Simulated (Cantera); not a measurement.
Input: 1 mol MgCl2, 1.7 mol N2, a varied amount of O2, equilibrated at 1452 °C and 1.50 mbar.

These are equilibrium values from Cantera (NASA tables, ideal gas, pure condensed phases), not measurements of a reactor. Candidate condensed phases: Mg, MgCl2, MgO; 18 gas species. Kinetics and transport are ignored.

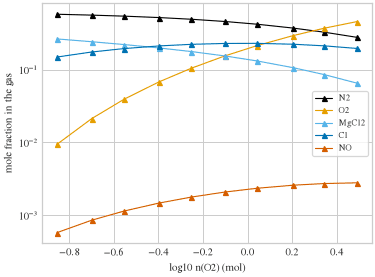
Equilibrium gas composition (values under 1e-9 drawn at 1e-9)

From 0.14 mol O2 to 3.1 mol O2 the condensed part is MgO(s). The main Mg-bearing gas is MgCl2 throughout. The share of Mg in condensed phases is highest at 3.1 mol O2 (60.3 %) and lowest at 0.14 mol O2 (22.2 %).
